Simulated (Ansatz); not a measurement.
The figure comes from a scan of Ru (hcp, Mg type): a phonon pattern at M = (0.5, 0.0, 0.0) is frozen into a 4-atom cell, Q being the largest atomic displacement. These are PBE (plane waves to 420 eV, PAW, scalar-relativistic; Ansatz, a first-principles code) values and carry that method's errors. k mesh 10×20×11 (Γ-centred), Fermi-Dirac smearing 0.05 eV. With partly filled bands, energies and forces of such displacements shift with the k mesh and the smearing. Ru is run without spin polarisation. Ru was relaxed with its symmetry unable to fall. 

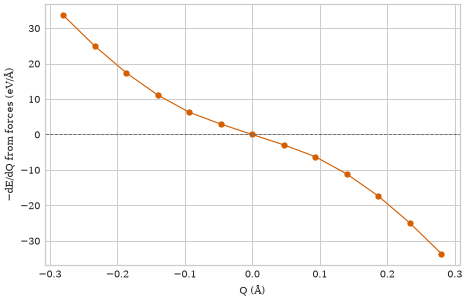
−dE/dQ from forces (eV/Å) against Q (Å); one marker a computed point.

Problem. List the plotted points as numbers.

Solution. To the nearest 1:

```json
[
 {"Q (Å)": "-0.280", "−dE/dQ from forces (eV/Å)": "34"},
 {"Q (Å)": "-0.233", "−dE/dQ from forces (eV/Å)": "25"},
 {"Q (Å)": "-0.187", "−dE/dQ from forces (eV/Å)": "17"},
 {"Q (Å)": "-0.140", "−dE/dQ from forces (eV/Å)": "11"},
 {"Q (Å)": "-0.093", "−dE/dQ from forces (eV/Å)": "6"},
 {"Q (Å)": "-0.047", "−dE/dQ from forces (eV/Å)": "3"},
 {"Q (Å)": "0.000", "−dE/dQ from forces (eV/Å)": "0"},
 {"Q (Å)": "0.047", "−dE/dQ from forces (eV/Å)": "-3"},
 {"Q (Å)": "0.093", "−dE/dQ from forces (eV/Å)": "-6"},
 {"Q (Å)": "0.140", "−dE/dQ from forces (eV/Å)": "-11"},
 {"Q (Å)": "0.187", "−dE/dQ from forces (eV/Å)": "-17"},
 {"Q (Å)": "0.233", "−dE/dQ from forces (eV/Å)": "-25"},
 {"Q (Å)": "0.280", "−dE/dQ from forces (eV/Å)": "-34"}
]
```

(For displaced atoms, the force is minus the slope of the energy, and its curvature is a force constant, which sets phonon frequencies.)
